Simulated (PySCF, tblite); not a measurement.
# C₆H₇F₃Si: infrared bands, NMR shifts and electronic excitations in gas and solvents

Aim: compute the infrared bands, NMR shifts and electronic excitations of C₆H₇F₃Si (`FC(F)(F)CC1=CC=C[SiH2]1`), and see what a dielectric continuum does where one was used.

Programs: tblite 0.8.0 and PySCF 2.14.0, with density-fitted response routines of our own. Each step states its level of theory. These are calculated values for one molecule, in the gas phase or a continuum, unless marked as measured. Atoms are numbered from 0 throughout.

### Step 1. Starting geometry

17 atoms, charge 0, multiplicity 1; geometry from: force field or distance geometry start.

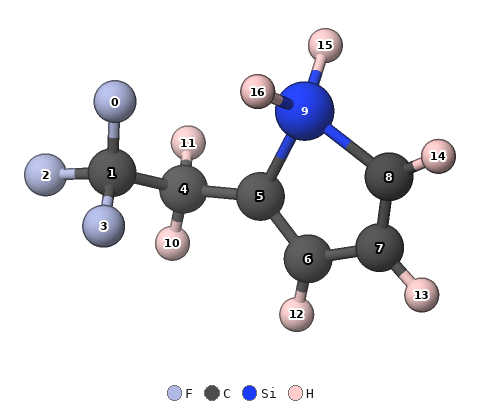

The starting geometry (fluorine light blue, carbon dark grey, silicon blue, hydrogen pink), atoms numbered; sticks join atoms by distance.

### Step 2. Relaxing the molecule with GFN2-xTB

Job settings and geometry (Å):

```
{"job": {"kind": "relax", "xc": "GFN2-xTB", "basis": "xTB"}, "charge": 0, "multiplicity": 1}
F      2.335500     1.094300    -1.148000
C      2.384100    -0.094600    -0.532200
F      3.665400    -0.251000    -0.065800
F      2.171300    -1.057100    -1.448800
C      1.400900    -0.183200     0.646400
C     -0.059700    -0.165000     0.272000
C     -0.979100    -1.117900     0.493800
C     -2.320400    -0.799800     0.056700
C     -2.470900     0.401300    -0.516100
Si    -0.858800     1.342600    -0.572900
H      1.613700    -1.105400     1.192600
H      1.603400     0.638000     1.337000
H     -0.777700    -2.068700     0.988400
H     -3.132500    -1.512500     0.182100
H     -3.391400     0.833900    -0.908100
H     -0.839600     2.532600     0.321500
H     -0.351200     1.524600    -1.955500
```

Started as:

```sh
$ OMP_NUM_THREADS=1 python probes_run.py task.json out
```

This one command runs all jobs of the session in turn.

What it wrote:

```text
step      E/eV     max force
  0    -878.76630    0.906
  1    -878.82148    0.509
  2    -878.85532    0.430
  3    -878.87022    0.335
  4    -878.88123    0.259
  5    -878.89020    0.237
  6    -878.89731    0.192
  7    -878.90188    0.186
  8    -878.90525    0.139
  9    -878.90803    0.122
 10    -878.91036    0.107
 11    -878.91214    0.107
 12    -878.91371    0.107
 13    -878.91507    0.093
 14    -878.91619    0.083
 15    -878.91719    0.076
 16    -878.91809    0.073
 17    -878.91878    0.062
 18    -878.91923    0.048
 19    -878.91954    0.047
 20    -878.91985    0.048
 21    -878.92016    0.051
 22    -878.92041    0.035
 23    -878.92060    0.036
 24    -878.92076    0.034
 25    -878.92090    0.029
 26    -878.92103    0.026
 27    -878.92113    0.026
 28    -878.92123    0.026
 29    -878.92134    0.030
 30    -878.92146    0.028
 31    -878.92157    0.025
 32    -878.92165    0.021
 33    -878.92171    0.018
 34    -878.92176    0.017
 35    -878.92181    0.015
 36    -878.92186    0.019
 37    -878.92191    0.024
 38    -878.92197    0.024
 39    -878.92205    0.024
 40    -878.92212    0.026
 41    -878.92219    0.023
 42    -878.92225    0.023
 43    -878.92233    0.022
 44    -878.92243    0.029
 45    -878.92251    0.023
 46    -878.92258    0.021
 47    -878.92264    0.020
 48    -878.92271    0.020
 49    -878.92279    0.025
 50    -878.92287    0.022
 51    -878.92294    0.018
 52    -878.92299    0.018
 53    -878.92304    0.018
 54    -878.92307    0.015
 55    -878.92310    0.012
 56    -878.92312    0.012
 57    -878.92314    0.015
 58    -878.92317    0.013
 59    -878.92320    0.012
 60    -878.92321    0.009
```

Run time: 0.74 s. Hardware: 1 thread of AMD EPYC 7R43, shared host; peak memory 0.18 GiB.

Step by step: (not every step is listed)

```csv
step,energy from step 0 (eV),largest force (eV/Å)
0,0.0000,0.9062
1,-0.0552,0.5094
2,-0.0890,0.4300
3,-0.1039,0.3349
4,-0.1149,0.2591
5,-0.1239,0.2373
6,-0.1310,0.1924
7,-0.1356,0.1863
8,-0.1390,0.1393
12,-0.1474,0.1074
16,-0.1518,0.0734
20,-0.1535,0.0478
24,-0.1545,0.0343
28,-0.1549,0.0258
32,-0.1553,0.0207
36,-0.1556,0.0192
40,-0.1558,0.0256
44,-0.1561,0.0289
48,-0.1564,0.0204
52,-0.1567,0.0175
55,-0.1568,0.0119
56,-0.1568,0.0122
57,-0.1568,0.0152
58,-0.1569,0.0128
59,-0.1569,0.0121
60,-0.1569,0.0091
```

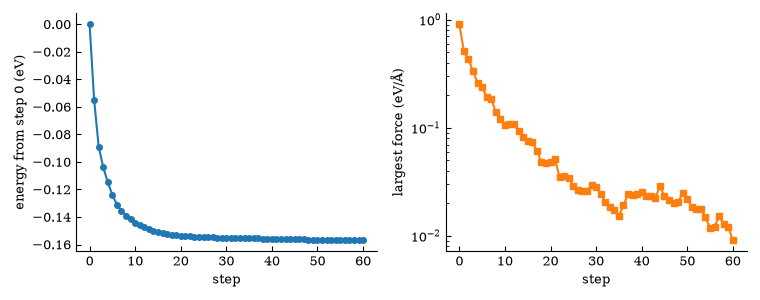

Energy and force, step by step.

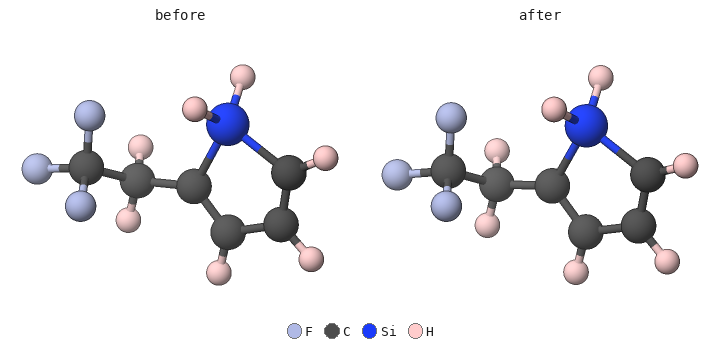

Before and after, at one scale.

Distances of close pairs at the start and the end, largest changes first:

```csv
bond,before (Å),after (Å),change (Å)
C1–F2,1.372,1.345,-0.027
Si9–H16,1.484,1.458,-0.026
Si9–H15,1.489,1.463,-0.026
C1–C4,1.537,1.515,-0.023
C8–Si9,1.868,1.886,+0.018
C8–H14,1.090,1.077,-0.013
C4–C5,1.508,1.495,-0.013
C6–H12,1.091,1.082,-0.009
```

The next job starts from the end point, and lists it.

### Step 3. Harmonic vibrations with GFN2-xTB

Job settings and geometry (Å):

```
{"job": {"kind": "ir", "xc": "GFN2-xTB", "basis": "xTB"}, "charge": 0, "multiplicity": 1}
F      2.299826     1.108370    -1.054438
C      2.325371    -0.108345    -0.485083
F      3.609657    -0.338904    -0.158318
F      2.020374    -0.985650    -1.451204
C      1.405429    -0.212757     0.713618
C     -0.025658    -0.101888     0.294719
C     -0.934351    -1.064671     0.499400
C     -2.283800    -0.783795     0.034248
C     -2.475220     0.404532    -0.550826
Si    -0.848825     1.357282    -0.601896
H      1.608577    -1.171380     1.199217
H      1.678765     0.597770     1.394826
H     -0.719304    -2.007015     0.985235
H     -3.056718    -1.525408     0.177841
H     -3.434785     0.710581    -0.931037
H     -0.831769     2.560734     0.229994
H     -0.344567     1.572574    -1.953253
```

What it wrote:

```text
mode    cm-1     km/mol
  1     -11.7      0.65
  2      51.1      0.32
  3      95.4      3.05
  4     178.7      0.67
  5     236.0      0.35
  6     279.3      0.90
  7     319.5      6.56
  8     342.4      1.80
  9     381.5      0.16
 10     448.6     12.19
 11     474.9      7.01
 12     497.4     52.79
 13     504.6     20.77
 14     549.6      8.21
 15     602.1     72.29
 16     614.6     62.18
 17     629.2     34.40
 18     694.7     10.53
 19     745.2     77.34
 20     748.7    178.32
 21     810.5     61.45
 22     822.3     22.98
 23     877.9      4.92
 24     905.6     25.73
 25     912.3      0.72
 26    1020.0    115.30
 27    1049.6    282.43
 28    1051.8     90.89
 29    1104.8      0.83
 30    1174.4     90.08
 31    1184.7    152.36
 32    1195.1     42.93
 33    1252.9      9.00
 34    1283.8     39.14
 35    1322.0      3.87
 36    1433.0      7.87
 37    1563.2      9.72
 38    1637.1      0.12
 39    2262.1    299.24
 40    2305.7    264.38
 41    2964.8     11.41
 42    2969.1     11.62
 43    3051.7     35.39
 44    3066.6     64.92
 45    3106.3     40.04
```

It took 1.2 s on 1 thread of AMD EPYC 7R43, shared host; peak memory 0.18 GiB.

Which atoms move in the most intense modes:

```csv
cm⁻¹,km/mol,atoms
749,178.3,"H15 37 %, H16 30 %"
1020,115.3,"C1 24 %, H11 17 %, C6 14 %, H10 11 %"
1050,282.4,"C1 61 %, F2 16 %"
1052,90.9,"H12 20 %, C6 17 %, C1 16 %, H14 14 %"
1174,90.1,"C1 33 %, H11 26 %, H10 17 %"
1185,152.4,C1 59 %
2262,299.2,H15 97 %
2306,264.4,H16 97 %
```

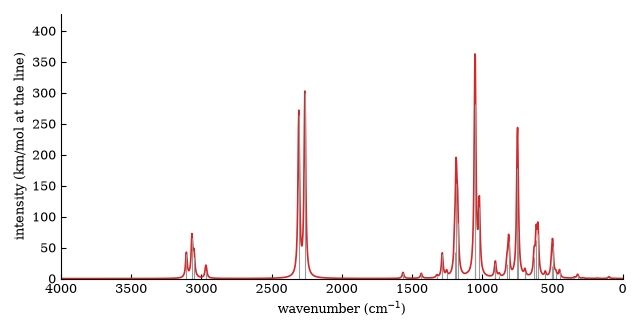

The infrared spectrum from these modes, unscaled. Lines are broadened to a width of 14 cm⁻¹ (Lorentzian).

### Step 4. Relaxing the molecule at PBE0-D3(BJ)/def2-SVP

Job settings and geometry (Å):

```
{"job": {"xc": "PBE0", "basis": "def2-SVP", "d3": "d3bj", "grid": 1, "shake": 0.01, "kind": "geom"}, "charge": 0, "multiplicity": 1}
F      2.320240     1.082810    -1.050260
C      2.319690    -0.112870    -0.487240
F      3.589460    -0.341220    -0.166970
F      2.053600    -0.983390    -1.454730
C      1.402620    -0.219440     0.703070
C     -0.029570    -0.097070     0.292330
C     -0.924770    -1.066670     0.499640
C     -2.268340    -0.778340     0.029200
C     -2.477050     0.409940    -0.531480
Si    -0.851520     1.354850    -0.591870
H      1.599710    -1.174300     1.208040
H      1.684570     0.598690     1.401530
H     -0.747590    -1.996800     0.975640
H     -3.073400    -1.522640     0.184850
H     -3.439230     0.699820    -0.930780
H     -0.832300     2.574790     0.237470
H     -0.342630     1.583690    -1.955310
```

What it wrote:

```text
step   0  E = -820.69560627  max force = 0.027283
step   1  E = -820.70256376  max force = 0.012157
step   2  E = -820.70310255  max force = 0.004270
step   3  E = -820.70330121  max force = 0.000957
step   4  E = -820.70332442  max force = 0.001784
step   5  E = -820.70336442  max force = 0.001330
step   6  E = -820.70340120  max force = 0.001117
step   7  E = -820.70342737  max force = 0.001123
step   8  E = -820.70343882  max force = 0.000575
step   9  E = -820.70344156  max force = 0.000525
step  10  E = -820.70343654  max force = 0.000824
step  11  E = -820.70343198  max force = 0.000627
step  12  E = -820.70343184  max force = 0.000441
step  13  E = -820.70343297  max force = 0.000338
optimisation converged
```

Wall time 5.1 min (1 thread of AMD EPYC 7R43, shared host); peak memory 0.75 GiB.

Step by step:

```csv
step,energy from step 0 (eV),largest force component (eV/Å)
0,0.0000,1.4029
1,-0.1893,0.6251
2,-0.2040,0.2196
3,-0.2094,0.0492
4,-0.2100,0.0917
5,-0.2111,0.0684
6,-0.2121,0.0574
7,-0.2128,0.0577
8,-0.2131,0.0296
9,-0.2132,0.0270
10,-0.2131,0.0424
11,-0.2129,0.0322
12,-0.2129,0.0227
13,-0.2130,0.0174
```

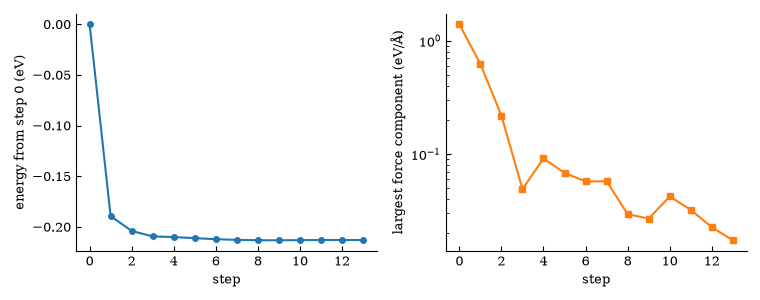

Energy and force, step by step.

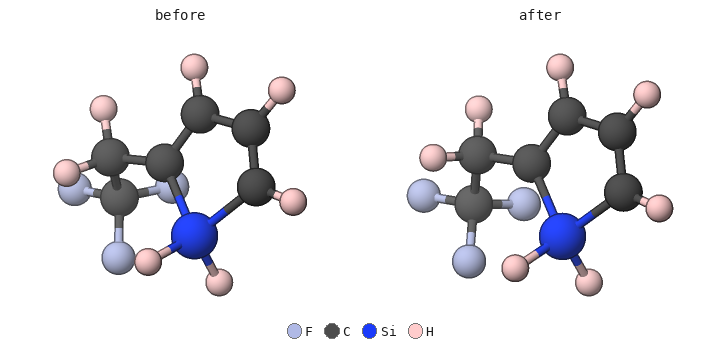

Before and after, at one scale.

Distances of close pairs at the start and the end, largest changes first:

```csv
bond,before (Å),after (Å),change (Å)
C6–H12,1.060,1.097,+0.037
C6–C7,1.452,1.477,+0.025
F0–C1,1.322,1.343,+0.022
C7–C8,1.330,1.350,+0.019
Si9–H15,1.475,1.494,+0.019
Si9–H16,1.473,1.492,+0.019
C5–C6,1.336,1.351,+0.015
C7–H13,1.107,1.096,-0.012
```

The final coordinates are the input of the step that follows.

```csv
at the end point,value
point group (found at 0.08 Å tolerance),C1
"rotational constants (GHz, main isotopes)","2.571, 0.684, 0.609"
dipole moment (D),2.29
```

### Step 5. Nuclear shieldings: PBE0/pcSseg-1

Job settings and geometry (Å):

```
{"job": {"kind": "nmr", "xc": "PBE0", "basis": "pcSseg-1"}, "charge": 0, "multiplicity": 1}
F      2.247047     1.344495    -0.711963
C      2.408336     0.055006    -0.371713
F      3.655364    -0.077786     0.088361
F      2.310240    -0.663943    -1.490707
C      1.396888    -0.365975     0.664725
C     -0.018226    -0.199985     0.217699
C     -1.002788    -1.090980     0.467477
C     -2.365326    -0.749251     0.011115
C     -2.526651     0.434561    -0.617057
Si    -0.837801     1.238490    -0.693892
H      1.617401    -1.409702     0.937789
H      1.600944     0.254213     1.554664
H     -0.827444    -2.037673     0.993633
H     -3.184463    -1.454544     0.191259
H     -3.493200     0.767106    -1.000221
H     -0.735181     2.531574     0.047746
H     -0.336553     1.434093    -2.085517
```

With the program's defaults for keys left out, this is: GIAO PBE0/pcSseg-1 NMR shielding, non-relativistic, gas phase.

What it wrote:

```text
coarse grid: 15744 points
cycle   1  E = -820.8876602613  dE =  1.522e+00  |g| = 9.040e-01  |ddm| = 3.837e+00
cycle   2  E = -820.7637387068  dE =  1.239e-01  |g| = 1.293e+00  |ddm| = 1.235e+00
cycle   3  E = -821.0335015975  dE = -2.698e-01  |g| = 8.211e-02  |ddm| = 7.414e-01
cycle   4  E = -821.0341741306  dE = -6.725e-04  |g| = 6.067e-02  |ddm| = 1.199e-01
cycle   5  E = -821.0350477848  dE = -8.737e-04  |g| = 1.734e-02  |ddm| = 6.332e-02
cycle   6  E = -821.0351193500  dE = -7.157e-05  |g| = 3.353e-03  |ddm| = 1.609e-02
cycle   7  E = -821.0351222455  dE = -2.896e-06  |g| = 6.824e-04  |ddm| = 4.302e-03
final grid: 151592 points
cycle   8  E = -821.1135874595  dE = -4.693e-05  |g| = 7.885e-03  |ddm| = 2.894e-02
cycle   9  E = -821.1135790724  dE =  8.387e-06  |g| = 1.025e-02  |ddm| = 1.571e-02
cycle  10  E = -821.1136022853  dE = -2.321e-05  |g| = 1.110e-03  |ddm| = 8.960e-03
cycle  11  E = -821.1136025253  dE = -2.400e-07  |g| = 4.495e-04  |ddm| = 1.266e-03
cycle  12  E = -821.1136025755  dE = -5.018e-08  |g| = 1.290e-04  |ddm| = 4.469e-04
cycle  13  E = -821.1136025787  dE = -3.206e-09  |g| = 2.807e-05  |ddm| = 1.081e-04
cycle  14  E = -821.1136025788  dE = -1.658e-10  |g| = 7.441e-06  |ddm| = 3.486e-05
converged SCF energy = -821.1136025788

GIAO shielding tensors (ppm)
atom      isotropic    diamagn.    paramagn.     s11        s22        s33       span
  0 F      259.715     476.530    -216.815    171.615    262.992    344.536    172.921
  1 C       52.889     246.215    -193.326     49.705     52.907     56.054      6.349
  2 F      257.377     468.277    -210.899    172.359    257.714    342.058    169.699
  3 F      258.547     475.229    -216.682    174.491    267.188    333.961    159.471
  4 C      142.578     246.576    -103.999    125.303    142.049    160.381     35.077
  5 C       43.143     263.486    -220.342    -64.365     29.699    164.096    228.462
  6 C       29.769     253.148    -223.378    -82.654     45.916    126.046    208.700
  7 C       27.506     254.459    -226.952    -92.744     37.099    138.164    230.908
  8 C       48.343     263.184    -214.841    -65.797     41.803    169.024    234.821
  9 Si     392.239     881.924    -489.685    318.557    400.188    457.971    139.415
 10 H       28.299      29.713      -1.414     24.061     28.543     32.292      8.230
 11 H       28.236      28.991      -0.755     24.707     27.478     32.522      7.814
 12 H       24.357      32.462      -8.106     21.100     23.316     28.654      7.554
 13 H       24.119      29.443      -5.324     22.252     22.866     27.238      4.986
 14 H       24.850      29.405      -4.555     23.946     24.721     25.884      1.939
 15 H       26.626      28.747      -2.121     22.973     25.421     31.483      8.510
 16 H       26.520      28.937      -2.418     22.488     26.488     30.583      8.095
```

Wall time 67 s (1 thread of AMD EPYC 7R43, shared host); peak memory 0.97 GiB.

The references, computed at this level on geometries of the same kind, shield at (ppm): 1H TMS 31.27, 13C TMS 184.4, 29Si TMS 352.0, 19F CFCl3 177.2. Their shielding less the atom's gives the shift. The references are single molecules in the gas phase, so shifts against H2O, NH3, PH3, H3PO4 or CFCl3 are not on the usual liquid scales and can be off by tens of ppm. Atoms listed in one row are averaged.

```csv
atoms,environment,σ (ppm),δ (ppm),δ scaled to CDCl3
C7,alkene CH,27.5,156.9,151.8
C6,alkene CH,29.8,154.6,149.7
C5,fully substituted alkene carbon,43.1,141.3,136.7
C8,alkene CH,48.3,136.1,131.6
C1,CF3 carbon,52.9,131.5,127.2
C4,allylic sp3 CH2,142.6,41.8,40.1
H13,hydrogen on an alkene CH,24.12,7.15,6.99
H12,hydrogen on an alkene CH,24.36,6.91,6.77
H14,hydrogen on an alkene CH,24.85,6.42,6.30
"H15, H16","hydrogen on a silicon bonded to 2 C, in a 5-membered ring",26.57,4.69,–
"H10, H11",hydrogen on an allylic sp3 CH2,28.27,3.00,3.06
"F0, F2, F3",fluorine of a CF3 group,258.5,-81.3,–
Si9,"silicon bonded to 2 C, 2 H, in a 5-membered ring",392.2,-40.2,–
```

The scaled column applies a straight-line fit of computed shieldings to shifts measured in CDCl3, and one for carbons that bear F (root-mean-square error 0.21 ppm for H, 2.0 ppm for C).

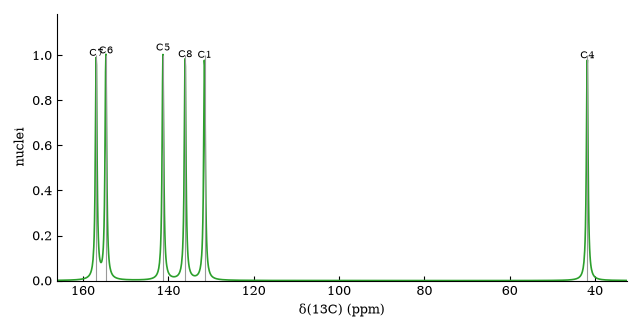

13C lines at the computed shifts, without couplings. Lines are broadened to a width of 0.46 ppm (Lorentzian).

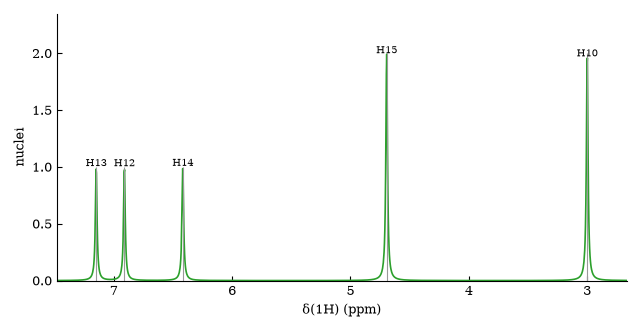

1H lines at the computed shifts, without couplings. Lines are broadened to a width of 0.02 ppm (Lorentzian).

The run also stored atomic charges by several schemes (e):

```csv
atoms,Mulliken,IAO,Hirshfeld,ESP fit
"F0, F2, F3",-0.27,-0.28,-0.09,-0.22
C1,0.77,0.81,0.26,0.72
C4,-0.18,-0.30,-0.10,-0.59
C5,-0.49,-0.27,-0.09,-0.02
C6,-0.07,-0.14,-0.04,-0.13
C7,-0.10,-0.13,-0.04,-0.12
C8,-0.39,-0.44,-0.14,-0.44
Si9,0.75,0.74,0.31,0.52
```

ESP fit charges:

F0 -0.22; C1 0.72; F2 -0.22; F3 -0.21; C4 -0.59; C5 -0.02; C6 -0.13; C7 -0.12; C8 -0.44; Si9 0.52; H10 0.21; H11 0.21; H12 0.14; H13 0.15; H14 0.20; H15 -0.10; H16 -0.09

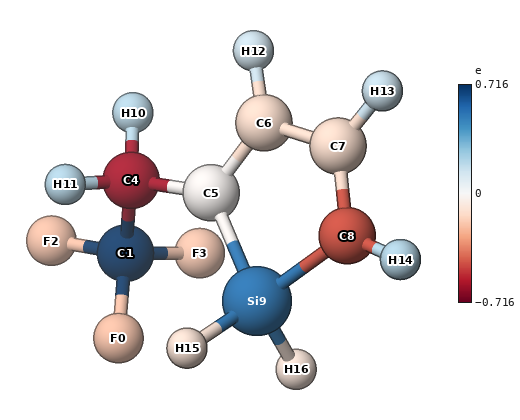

ESP fit charges, as colours on the atoms.

Mayer bond orders: F0–C1 0.97, C1–F2 1.00, C1–F3 1.02, C1–C4 1.03, C4–C5 0.99, C5–C6 1.82, C6–C7 1.09, C7–C8 1.83, C8–Si9 0.90, Si9–C5 0.83.

Ring of atoms C5, C6, C7, C8, Si9: NICS(0) 0.8, NICS(1) -1.7, NICS(1)zz 1.4 ppm (means of both faces).

The fields below are evaluated on a grid from the run's orbitals.

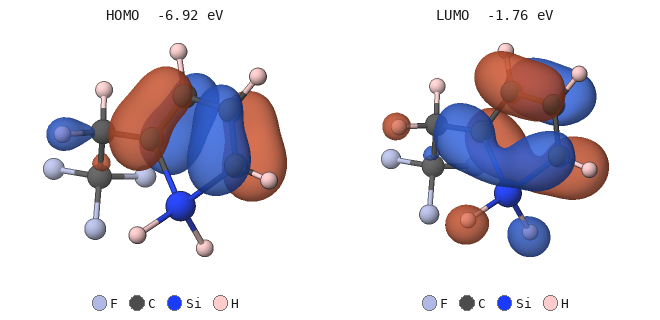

PBE0/pcSseg-1 orbitals near the gap, drawn at the value that encloses 70 % of each; the two colours are the two signs.

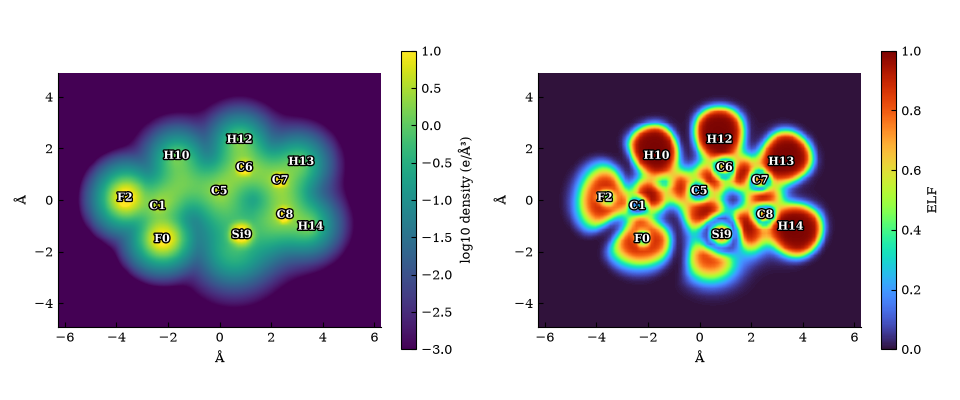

Density (left) and ELF (right) in a plane through or near 12 of the atoms.

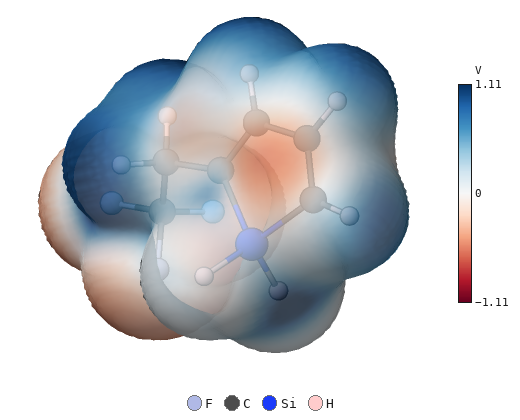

The potential that a unit positive charge feels on the 0.002 e/bohr³ surface, from the 1st to the 99th percentile, from -0.62 V near F3 to 1.11 V near H10.

(Part 1 of 2 ends here.)
